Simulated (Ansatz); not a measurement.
Run report: C₂H₇AlFN (charge +1), geometry relaxation (part 2 of 2)

C₂H₇AlFN, charge +1, multiplicity 2; B3LYP/STO-3G, UKS, dispersion D3(BJ)-ATM (Ansatz 0.2.0). The starting geometry was optimised with B3LYP-D3(BJ)-ATM/STO-3G.

Geometry of the input (Å):
```
C  -1.0864  -0.8797  0.2902
N  0.0132  0.0694  -0.0231
C  1.3055  -0.3666  0.5635
Al -0.2156  1.5179  -0.9705
F  -1.7455  1.7484  -1.4899
H  -1.2546  -0.9832  1.3833
H  -0.8883  -1.8989  -0.1048
H  -2.0254  -0.5151  -0.1652
H  1.2585  -0.4450  1.6708
H  2.0963  0.3619  0.3100
H  1.6250  -1.3604  0.1831
H  0.9282  2.4321  -1.2518
```

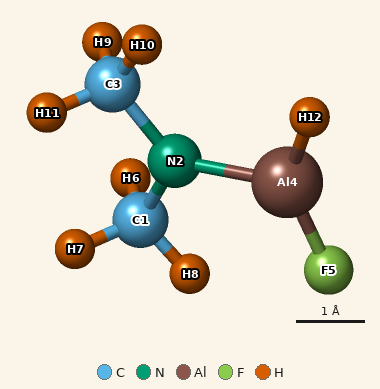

*The geometry at step 5 of the log (ball-and-stick view, seen at a tilt; atoms are numbered from 1 in the order of the input).*

Output, continued:
```
Atom 8 at     1.237957    -0.456576     1.682779 Å, force    -0.000445    -0.000215    -0.001105 eV/Å
Atom 9 at     2.126010     0.356229     0.321856 Å, force    -0.000379     0.000319    -0.000329 eV/Å
Atom 10 at     1.608357    -1.379766     0.181511 Å, force    -0.001192     0.001187     0.000531 eV/Å
Atom 11 at     0.989698     2.455391    -1.253445 Å, force    -0.001176    -0.000273     0.000088 eV/Å
Dipole moment:     0.328875    -0.180518     0.191646 e Å
```

Trajectory as extended XYZ (Å, eV, eV/Å), 9 frames, from step=1 to step=9:
```
12
Properties=species:S:1:pos:R:3:forces:R:3 step=1 energy=-12824.23855
C    -1.0864   -0.8797    0.2902   -1.4078  -0.4855  -0.0473
N     0.0132    0.0694   -0.0231    0.2797  -2.9431   1.8798
C     1.3055   -0.3666    0.5635    1.4733   0.1720   0.2571
Al   -0.2156    1.5179   -0.9705   -0.4292   3.5752  -2.3077
F    -1.7455    1.7484   -1.4899    0.1708  -0.4096   0.2950
H    -1.2546   -0.9832    1.3833    0.3054   0.1597   0.0401
H    -0.8883   -1.8989   -0.1048    0.3273   0.1057  -0.0480
H    -2.0254   -0.5151   -0.1652   -0.0018   0.0642  -0.0402
H     1.2585   -0.4450    1.6708   -0.3597   0.0230  -0.0343
H     2.0963    0.3619    0.3100   -0.0342   0.0750  -0.0543
H     1.6250   -1.3604    0.1831   -0.3368  -0.0357  -0.1296
H     0.9282    2.4321   -1.2518    0.0130  -0.3009   0.1893
12
Properties=species:S:1:pos:R:3:forces:R:3 step=2 energy=-12824.50473
C    -1.1132   -0.8873    0.2882   -0.2550  -0.4101   0.1889
N     0.0159    0.0516   -0.0114    0.0333  -1.1222   0.6980
C     1.3318   -0.3628    0.5677    0.3562  -0.2769   0.2584
Al   -0.2147    1.5541   -0.9932   -0.5846   2.0048  -1.3758
F    -1.7605    1.7261   -1.4790    0.3354  -0.3156   0.2759
H    -1.2341   -0.9747    1.3898    0.0117   0.0279  -0.0556
H    -0.8651   -1.8961   -0.1074   -0.0026   0.0637   0.0021
H    -2.0513   -0.5205   -0.1688    0.0824   0.0667  -0.0205
H     1.2318   -0.4462    1.6721    0.0023   0.0247  -0.0631
H     2.1202    0.3684    0.3118   -0.0872   0.0193  -0.0333
H     1.6005   -1.3678    0.1748   -0.0145   0.0664   0.0042
H     0.9497    2.4360   -1.2489    0.1225  -0.1487   0.1209
12
Properties=species:S:1:pos:R:3:forces:R:3 step=3 energy=-12824.63660
C    -1.1212   -0.9034    0.2963    0.0867   0.0674  -0.0205
N     0.0168    0.0453   -0.0071    0.0163  -0.1502   0.0986
C     1.3429   -0.3792    0.5804   -0.1162  -0.0129  -0.0219
Al   -0.2238    1.6264   -1.0388   -0.4320   0.3010  -0.2973
F    -1.7879    1.6985   -1.4706    0.3592  -0.1460   0.1808
H    -1.2395   -0.9816    1.3976   -0.0291  -0.0015  -0.0484
H    -0.8694   -1.9068   -0.1069   -0.0438   0.0351   0.0103
H    -2.0418   -0.5098   -0.1722   -0.0273  -0.0614   0.0305
H     1.2362   -0.4565    1.6833    0.0384   0.0182  -0.0443
H     2.1134    0.3649    0.3125    0.0456  -0.0399   0.0358
H     1.6062   -1.3812    0.1801    0.0241   0.0550   0.0152
H     0.9790    2.4643   -1.2590    0.0780  -0.0649   0.0612
12
Properties=species:S:1:pos:R:3:forces:R:3 step=4 energy=-12824.64117
C    -1.1220   -0.9009    0.2944    0.0461  -0.0697   0.0546
N     0.0124    0.0468   -0.0094   -0.1171   0.0189  -0.0406
C     1.3430   -0.3640    0.5711   -0.0502  -0.0630   0.0270
Al   -0.2464    1.6308   -1.0479    0.0785   0.0708  -0.0241
F    -1.8006    1.7053   -1.4765    0.0161  -0.0871   0.0575
H    -1.2424   -0.9817    1.3946   -0.0138   0.0038  -0.0163
H    -0.8728   -1.9053   -0.1063   -0.0175   0.0126  -0.0018
H    -2.0476   -0.5161   -0.1703   -0.0097  -0.0128   0.0054
H     1.2455   -0.4398    1.6740    0.0102   0.0058  -0.0084
H     2.1123    0.3807    0.3023   -0.0028   0.0071  -0.0050
H     1.6152   -1.3635    0.1732    0.0078   0.0115   0.0016
H     1.0143    2.3884   -1.2037    0.0526   0.1020  -0.0499
12
Properties=species:S:1:pos:R:3:forces:R:3 step=5 energy=-12824.64873
C    -1.1229   -0.8982    0.2925    0.0539  -0.0005   0.0134
N     0.0154    0.0495   -0.0111   -0.0257   0.0440  -0.0363
C     1.3406   -0.3735    0.5762   -0.0543  -0.0306   0.0062
Al   -0.2273    1.6425   -1.0521   -0.0052   0.0139   0.0004
F    -1.7925    1.6645   -1.4483    0.0264  -0.0249   0.0181
H    -1.2436   -0.9770    1.3923   -0.0022  -0.0011  -0.0038
H    -0.8738   -1.9020   -0.1087   -0.0034   0.0020   0.0017
H    -2.0503   -0.5164   -0.1714    0.0162   0.0291  -0.0136
H     1.2363   -0.4491    1.6782    0.0153  -0.0030  -0.0030
H     2.1181    0.3649    0.3128   -0.0056   0.0016  -0.0023
H     1.6063   -1.3741    0.1771    0.0122   0.0042   0.0087
H     1.0046    2.4498   -1.2421   -0.0276  -0.0348   0.0104
12
Properties=species:S:1:pos:R:3:forces:R:3 step=6 energy=-12824.64939
C    -1.1206   -0.8938    0.2909    0.0029   0.0175  -0.0104
N     0.0174    0.0527   -0.0090    0.0256   0.0156   0.0060
C     1.3401   -0.3760    0.5785   -0.0105   0.0071  -0.0091
Al   -0.2306    1.6452   -1.0469   -0.0015  -0.0182  -0.0237
F    -1.7955    1.6470   -1.4436    0.0034  -0.0043   0.0163
H    -1.2435   -0.9752    1.3903   -0.0076  -0.0045  -0.0043
H    -0.8735   -1.8966   -0.1139   -0.0097   0.0006   0.0030
H    -2.0436   -0.5036   -0.1752   -0.0040  -0.0059   0.0017
H     1.2367   -0.4545    1.6803    0.0035   0.0006  -0.0015
H     2.1183    0.3623    0.3169    0.0042  -0.0066   0.0051
H     1.6055   -1.3757    0.1771    0.0033   0.0029   0.0020
H     1.0001    2.4489   -1.2497   -0.0096  -0.0050   0.0149
12
Properties=species:S:1:pos:R:3:forces:R:3 step=7 energy=-12824.64960
C    -1.1192   -0.8898    0.2864   -0.0246   0.0088  -0.0134
N     0.0223    0.0516   -0.0124    0.0428  -0.0182   0.0117
C     1.3420   -0.3779    0.5802    0.0122   0.0209  -0.0050
Al   -0.2307    1.6386   -1.0544   -0.0275   0.0084   0.0201
F    -1.8026    1.6387   -1.4226    0.0075  -0.0040  -0.0084
H    -1.2480   -0.9681    1.3853   -0.0032  -0.0004  -0.0023
H    -0.8759   -1.8950   -0.1146   -0.0033   0.0003   0.0009
H    -2.0377   -0.4954   -0.1853   -0.0091  -0.0123   0.0083
H     1.2364   -0.4532    1.6820   -0.0052   0.0008   0.0000
H     2.1219    0.3588    0.3192    0.0052  -0.0053   0.0035
H     1.6087   -1.3788    0.1829   -0.0053  -0.0013  -0.0042
H     0.9938    2.4513   -1.2512    0.0107   0.0025  -0.0111
12
Properties=species:S:1:pos:R:3:forces:R:3 step=8 energy=-12824.64978
C    -1.1201   -0.8880    0.2862   -0.0066  -0.0097   0.0061
N     0.0235    0.0524   -0.0100    0.0156   0.0055   0.0005
C     1.3438   -0.3778    0.5806   -0.0035  -0.0034   0.0002
Al   -0.2318    1.6402   -1.0501   -0.0200  -0.0029  -0.0038
F    -1.8018    1.6316   -1.4273    0.0090   0.0022   0.0007
H    -1.2491   -0.9691    1.3849    0.0009   0.0008   0.0003
H    -0.8786   -1.8928   -0.1168    0.0007   0.0007  -0.0011
H    -2.0393   -0.4927   -0.1835    0.0023   0.0026  -0.0017
H     1.2384   -0.4550    1.6823   -0.0014  -0.0006   0.0011
H     2.1247    0.3582    0.3206   -0.0017   0.0011  -0.0008
H     1.6089   -1.3783    0.1812   -0.0006  -0.0019  -0.0001
H     0.9924    2.4523   -1.2527    0.0053   0.0056  -0.0015
12
Properties=species:S:1:pos:R:3:forces:R:3 step=9 energy=-12824.64980
C    -1.1197   -0.8873    0.2863    0.0073   0.0030  -0.0005
N     0.0249    0.0529   -0.0100   -0.0028  -0.0052   0.0022
C     1.3442   -0.3791    0.5812    0.0011   0.0003  -0.0002
Al   -0.2329    1.6403   -1.0506    0.0061   0.0020   0.0003
F    -1.8024    1.6296   -1.4282   -0.0042  -0.0004  -0.0010
H    -1.2486   -0.9681    1.3849   -0.0007  -0.0005   0.0026
H    -0.8784   -1.8919   -0.1169   -0.0003  -0.0022  -0.0007
H    -2.0381   -0.4911   -0.1838   -0.0034   0.0019  -0.0020
H     1.2380   -0.4566    1.6828   -0.0004  -0.0002  -0.0011
H     2.1260    0.3562    0.3219   -0.0004   0.0003  -0.0003
H     1.6084   -1.3798    0.1815   -0.0012   0.0012   0.0005
H     0.9897    2.4554   -1.2534   -0.0012  -0.0003   0.0001
```

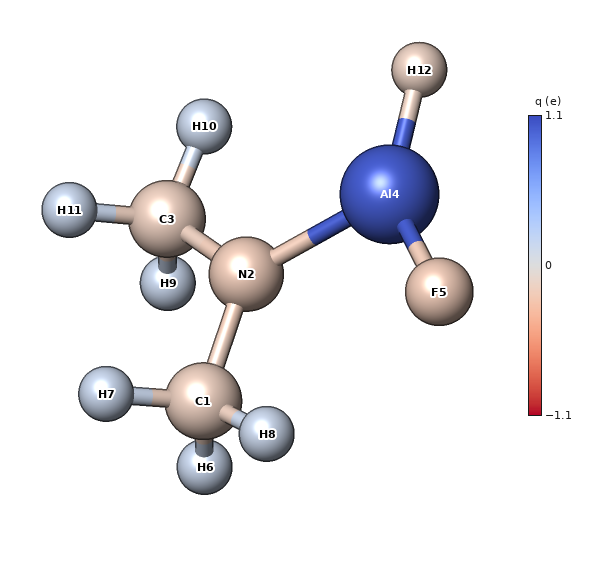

*Mulliken charges, as the colour of each atom (ball-and-stick view, seen at a tilt; atoms are numbered from 1 in the order of the input).*

By element: C −0.16 to −0.15, N −0.19, Al +1.01, F −0.20 and H −0.14 to +0.14 e.
